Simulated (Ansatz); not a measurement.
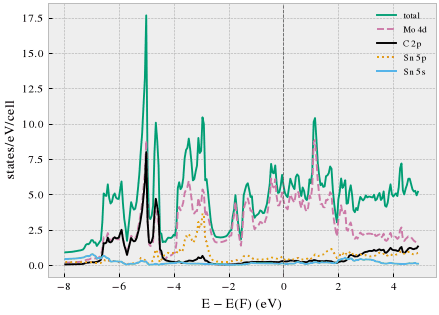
Fig. 1. Total and projected density of states of SnMo2C in space group P6_3/mmc (No. 194; Sn on 2d, Mo on 4f, C on 2a), DFT-PBE in the program Ansatz with PAW potentials

### Question
Which orbitals carry the states next to the Fermi level?

### Answer
Within 0.5 eV of the Fermi level: Mo 4d 83 %, Sn 5p 8 %. Projections are on Löwdin-orthogonalised atomic valence shells; empty p or d shells of many metals are not among them.

### Question
Where is the tallest occupied peak in this window, and what makes it?

### Answer
Near -5.0 eV, about 18 states/eV per cell; the largest projected share is Mo 4d.

The start of the workflow was typed in or built on a structure type; neither database checked (COD, Materials Project) lists it. Its standing as an ambient phase is unchecked. The PBE relaxation kept the symmetry of its start; whether a distortion lowers the energy is not shown. No spin polarisation was allowed. Scalar-relativistic: spin–orbit coupling is off unless named, which matters more the heavier the elements.

Potentials: the later of the program's two PAW sets.
